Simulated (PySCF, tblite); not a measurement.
# C₅H₈O₂SSi: geometry, infrared bands and NMR shifts

Aim: predict the infrared bands and NMR shifts of C₅H₈O₂SSi (`O=C[SiH2]O/C=C1\CCS1`).

Programs: tblite 0.8.0 and PySCF 2.14.0, with density-fitted response routines of our own. Each step states its level of theory. These are calculated values for one molecule in the gas phase, unless marked as measured. Atoms count from 0, in the outputs and in this text.

## (1) The starting structure

17 atoms, charge 0, multiplicity 1; geometry from: force field or distance geometry start.

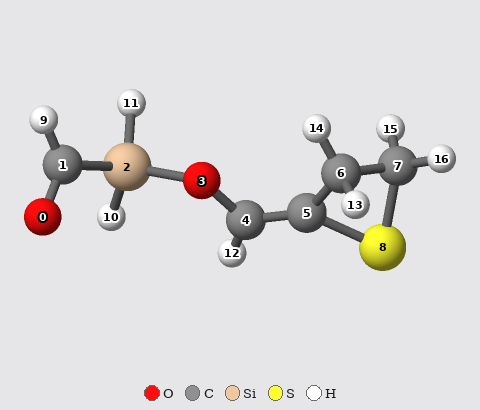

The starting geometry (oxygen red, carbon grey, silicon light orange, sulfur yellow, hydrogen white), atoms numbered; sticks join atoms by distance.

## (2) Relaxing the molecule with GFN2-xTB

What the job is given:

```
{"job": {"kind": "relax", "xc": "GFN2-xTB", "basis": "xTB"}, "charge": 0, "multiplicity": 1}
O     -4.276000     0.069300     1.054000
C     -3.821900     0.419900    -0.049500
Si    -2.347500    -0.515400    -0.696900
O     -0.867600    -0.000300     0.032000
C      0.123600    -0.941400     0.352400
C      1.345500    -0.431500     0.539500
C      1.949700     0.923900     0.515600
C      3.222900     0.380400    -0.092600
S      2.973100    -1.078100     0.945400
H     -4.259400     1.244700    -0.599000
H     -2.563700    -1.965000    -0.478000
H     -2.191600    -0.256000    -2.157100
H     -0.078500    -1.999600     0.428800
H      2.159200     1.234600     1.563100
H      1.404500     1.677500    -0.088000
H      3.152800     0.209900    -1.189700
H      4.067900     1.039000     0.209000
```

The run is started by

```console
$ OMP_NUM_THREADS=1 python probes_run.py task.json out
```

One launch serves the whole session: the jobs run in the order shown.

**Question.** This job is followed by: GFN2-xTB harmonic vibrations, gas phase; GIAO PBE0/pcSseg-1 NMR shielding, non-relativistic, gas phase. What will the session give for the following? strongest single infrared mode (GFN2-xTB); zero-point energy (GFN2-xTB); ¹³C shifts against TMS (PBE0/pcSseg-1); ¹H shifts against TMS (PBE0/pcSseg-1, means over atoms taken as alike); ¹⁷O shifts against H2O (PBE0/pcSseg-1); ²⁹Si shifts against TMS (PBE0/pcSseg-1); ³³S shifts against CS2 (PBE0/pcSseg-1); surface potential, least and greatest.

The runs gave:

| quantity | value |
| --- | --- |
| strongest single infrared mode (GFN2-xTB) | 1176 cm⁻¹, 406 km/mol |
| zero-point energy (GFN2-xTB) | 72.6 kcal/mol |
| ¹³C shifts against TMS (PBE0/pcSseg-1) | 249.2, 136.0, 129.2, 32.6, 27.4 ppm |
| ¹H shifts against TMS (PBE0/pcSseg-1, means over atoms taken as alike) | 12.26, 6.12, 4.69, 3.56, 3.35 ppm |
| ¹⁷O shifts against H2O (PBE0/pcSseg-1) | 975.5, 82.0 ppm |
| ²⁹Si shifts against TMS (PBE0/pcSseg-1) | -56.0 ppm |
| ³³S shifts against CS2 (PBE0/pcSseg-1) | 89 ppm |
| surface potential, least and greatest | -1.42 V and 1.49 V |

**Reading.** Relaxing lowered the energy by 1.175 eV in 179 steps; the close pair that moved most is Si2–O3, from 1.728 to 1.623 Å. All 45 modes are real, so the xTB geometry is a minimum. The strongest single mode, at 1176 cm⁻¹, is spread over many atoms; the largest shares are those of O3, C4. Unscaled tight-binding wavenumbers are off by several per cent, some by more. Its intensities can rank the bands wrongly. At PBE0/pcSseg-1: Shielding is most anisotropic at O0 (span 2173 ppm, paramagnetic term -1031 ppm). At PBE0/pcSseg-1, counted by nearest atom on the grid, the HOMO lies on S8 42 %; C4 22 %, the LUMO on C1 42 %; O0 31 %.
